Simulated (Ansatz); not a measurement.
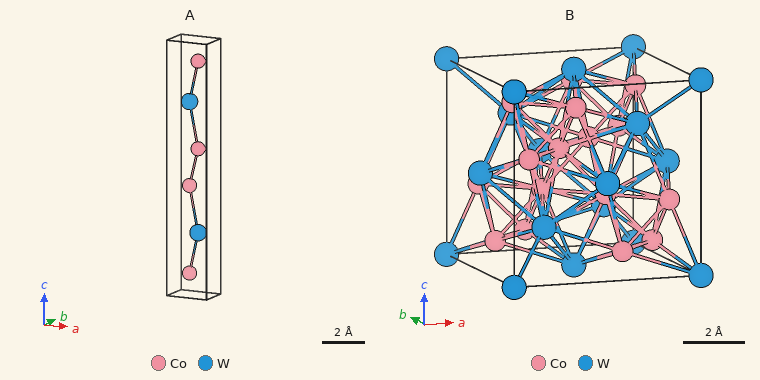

Two structures of Co$_{2}$W, each relaxed to rest (conventional cells in solid outline, small ones repeated, not to one scale). Method: DFT PBE, scalar-relativistic, plane waves, PAW (Ansatz 0.2.0), with collinear spins.

### Identify the two structures.

A: 6 atoms a cell on a primitive hexagonal lattice, P6_3/mmc. B: cubic Laves phase (C15, MgCu₂ type), Fd-3m.

### Which polymorph is favoured?

B is lower, by 237 meV/atom at this level of theory (energies at zero smearing). Volumes: A 12.8, B 12.0 Å³/atom.

One or both may be structure types tried for this composition rather than known phases.
